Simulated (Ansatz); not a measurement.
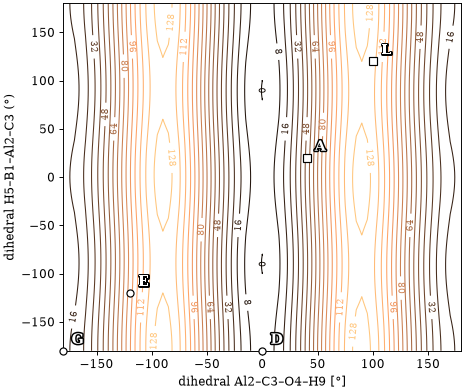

CH5AlBO, SMILES [BH2][AlH][CH+]O, charge +1. First axis: dihedral Al2–C3–O4–H9. Second axis: dihedral H5–B1–Al2–C3. Nothing is relaxed (all other coordinates rigid). Grid: 18 × 18 points; 126 points were computed and 198 follow by symmetry. All energies are given in kJ/mol relative to the lowest grid point. Computed with RHF/def2-TZVP in Ansatz 0.2.0.

Drawn: contour lines labelled in kJ/mol, lettered points. Between grid points the surface is interpolated.

What kind of point is each of A, D, E, G: minimum, saddle, maximum or slope?

Answer. A: on a slope; D: saddle point; E: on a slope; G: saddle point. (In these two coordinates alone; a stationary point may lie a little off the grid point.)

Rank the lettered points by energy, lowest first.

Answer. D (4.3 kJ/mol), G (15 kJ/mol), A (50 kJ/mol), E (91 kJ/mol), L (123 kJ/mol).
